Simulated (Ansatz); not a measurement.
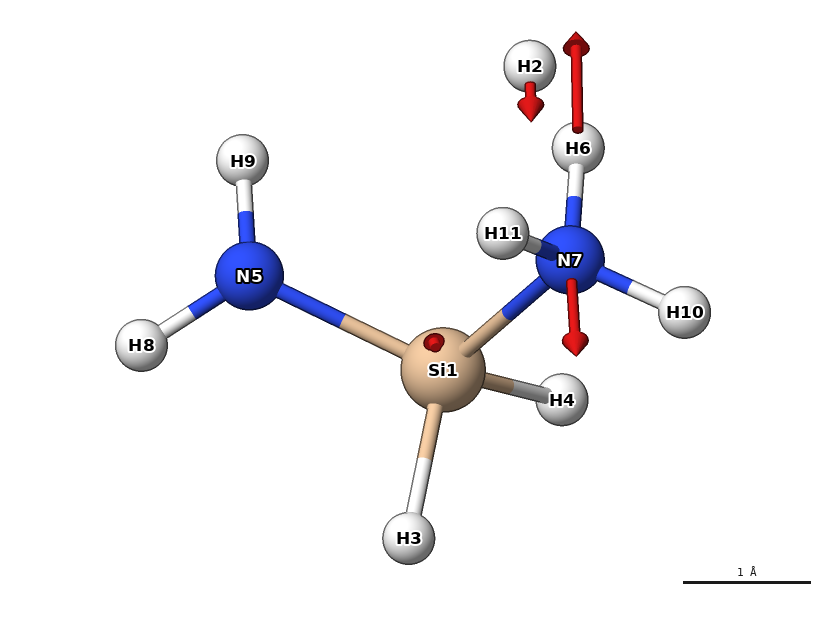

Arrows show the forces on the atoms, 0.6 Å of arrow for 1 eV/Å; forces under a tenth of the largest aren't drawn. Level of theory: PBE0-D4/def2-SVP (Ansatz 0.2.0).

### On which atom is the force largest, and how large is it?

On H6: 1.73 eV/Å.

### Which bond do the forces act along most?

H6–N7, now 1.092 Å: the forces push its atoms apart, so a first step downhill lengthens it.

List the force components in the frame of the picture (x right, y up, z towards the viewer), in eV/Å.

```json
{"atom": "Si1", "Fx": "−0.06", "Fy": "0.19", "Fz": "−0.26"}
{"atom": "H2", "Fx": "0.01", "Fy": "−0.50", "Fz": "0.40"}
{"atom": "H3", "Fx": "0.00", "Fy": "0.00", "Fz": "0.00"}
{"atom": "H4", "Fx": "0.00", "Fy": "0.01", "Fz": "0.01"}
{"atom": "N5", "Fx": "0.02", "Fy": "−0.02", "Fz": "0.01"}
{"atom": "H6", "Fx": "−0.03", "Fy": "1.30", "Fz": "−1.14"}
{"atom": "N7", "Fx": "0.06", "Fy": "−0.99", "Fz": "0.98"}
{"atom": "H8", "Fx": "−0.01", "Fy": "0.02", "Fz": "0.00"}
{"atom": "H9", "Fx": "0.00", "Fy": "0.00", "Fz": "−0.01"}
{"atom": "H10", "Fx": "0.01", "Fy": "−0.01", "Fz": "0.00"}
{"atom": "H11", "Fx": "−0.01", "Fy": "0.00", "Fz": "0.00"}
```
